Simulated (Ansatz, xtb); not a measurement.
## Ligand exchange: BrF + C2H3FO → HBr + C2H2F2O

Species: BrF (bromine fluoride), singlet; C2H3FO `FC1CO1`, singlet; HBr (hydrogen bromide), singlet; C2H2F2O `FC1OC1F`, singlet. The partners trade F for H: Br–F and C–H bonds give way to Br–H and C–F.

Shapes, held fixed at every level: PBE0-D4/def2-TZVP. Programs: Ansatz 0.2.0, xtb 6.7.1. Electronic energies: no zero-point or thermal term.

```
              level                    kind  ΔE (kJ/mol)  less CCSD(T)/def2-TZVPP  CPU time (sum over the molecules)
           GFN1-xTB          semi-empirical       -140.8                    +40.7                             0.18 s
      HF/def2-TZVPP            Hartree–Fock       -195.2                    -13.7                                  –
  PBE-D4/def2-TZVPP                     GGA       -167.2                    +14.3                               11 s
B3LYP-D4/def2-TZVPP           global hybrid       -167.7                    +13.8                               15 s
 PBE0-D4/def2-TZVPP           global hybrid       -180.2                     +1.3                               12 s
 wB97M-V/def2-TZVPP  range-separated hybrid       -176.0                     +5.5                               45 s
  B2PLYP/def2-TZVPP           double hybrid       -173.7                     +7.8                               22 s
     MP2/def2-TZVPP     perturbation theory       -187.4                     -5.9                                  –
 CCSD(T)/def2-TZVPP   coupled cluster or CI       -181.5                      0.0                            4.1 min
```

The highest level, CCSD(T)/def2-TZVPP, gives ΔE = -181.5 kJ/mol; the levels span -195.2 to -140.8. The column of differences is taken from that level and isn't an error. No measured value is set beside it here. Relativity is left out for Br. Outer-core shells of Br are correlated in most correlated rows, in sets that cover them unevenly. Times are processor times on shared x86 and Arm servers, and rough.

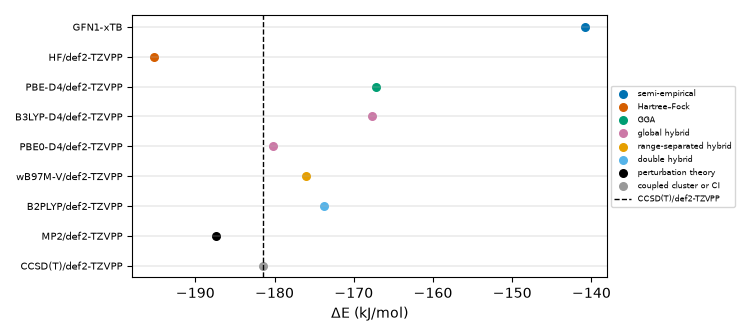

The values of the table, level by level.
